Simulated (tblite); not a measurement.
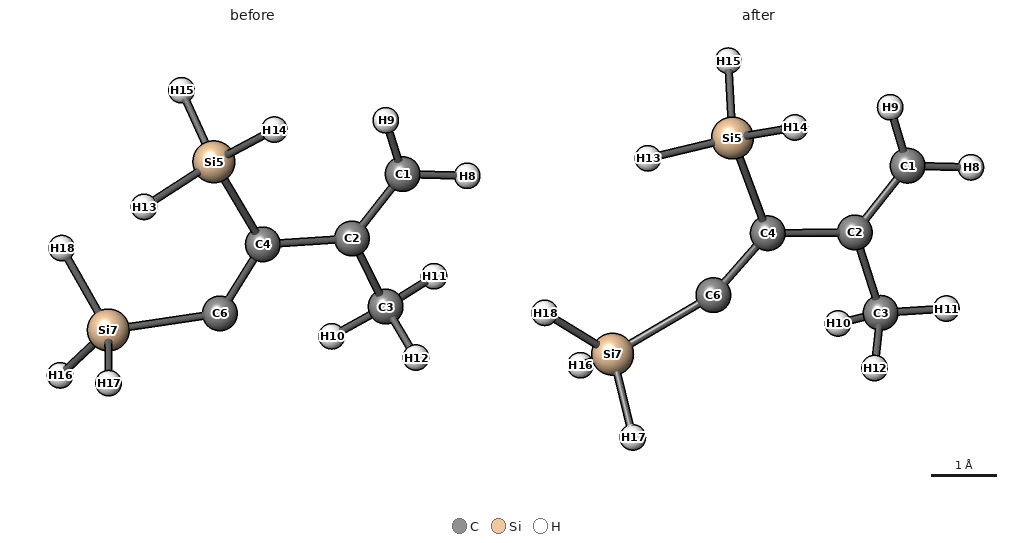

The structure of C5H11Si2 (multiplicity 2) before (left) and after (right) a relaxation, at one scale.

Style: ball-and-stick. Shown at a tilt.

Computed with GFN2-xTB geometry optimisation, gas phase in tblite 0.8.0. 

### Describe what moved and what it gained.

The largest move after the best rigid fit is that of H18, 1.17 Å. Largest moves by element: H 1.17 Å, C 0.47 Å, Si 0.43 Å. Some distances before and after: Si5–Si7 3.249 → 4.029 Å, C4–Si5 1.848 → 1.929 Å, C4–C6 1.336 → 1.300 Å, C3–H12 1.120 → 1.089 Å. Bond angles that change, for instance: C4–C6–Si7 119.9° → 157.7°, C2–C4–C6 114.6° → 123.2°, H10–C3–H11 114.2° → 109.2°. Groups turn about C2–C3 by about 35°, C6–Si7 by about 30°. Over 161 geometry steps the energy falls by 18.6 kcal/mol. Cost: 1.1 s on 1 thread of Arm Neoverse V2 (shared host).
